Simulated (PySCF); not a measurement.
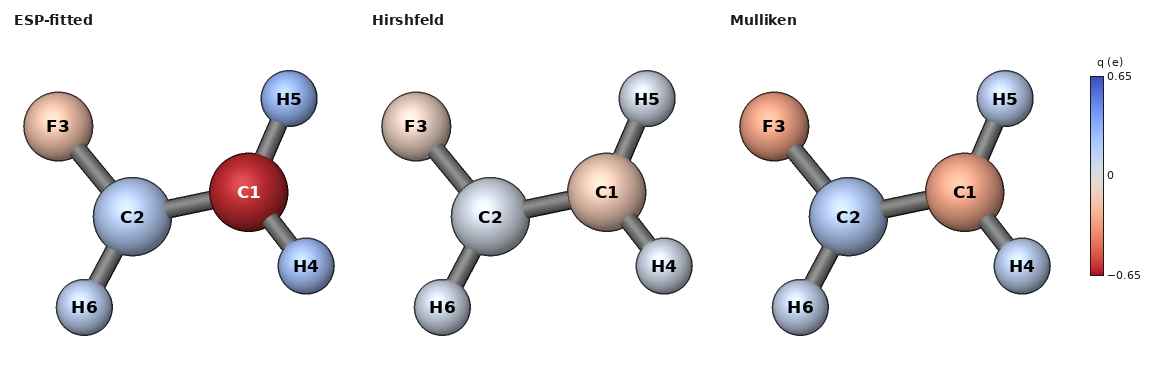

Atomic charges of one calculation by 3 schemes, on one colour scale. Computed geometry: GFN2-xTB optimisation. No frequency run is at hand to confirm it as a minimum. Level of theory: PBE0/pcSseg-1 (PySCF 2.14.0).

Which scheme gives the most polar picture (largest mean size of the charges)?

The ESP-fitted charges are the largest in size here, and the Hirshfeld charges the smallest.

On which atom do the schemes disagree most?

On C1 (from −0.60 to −0.13 e).

List the charges (e), one line for each set of equivalent atoms.

```json
{"atom": "C1", "ESP-fitted": "−0.60", "Hirshfeld": "−0.13", "Mulliken": "−0.26"}
{"atom": "C2", "ESP-fitted": "0.16", "Hirshfeld": "0.05", "Mulliken": "0.17"}
{"atom": "F3", "ESP-fitted": "−0.16", "Hirshfeld": "−0.09", "Mulliken": "−0.28"}
{"atom": "H4", "ESP-fitted": "0.22", "Hirshfeld": "0.06", "Mulliken": "0.13"}
{"atom": "H5", "ESP-fitted": "0.26", "Hirshfeld": "0.05", "Mulliken": "0.14"}
{"atom": "H6", "ESP-fitted": "0.13", "Hirshfeld": "0.06", "Mulliken": "0.10"}
```
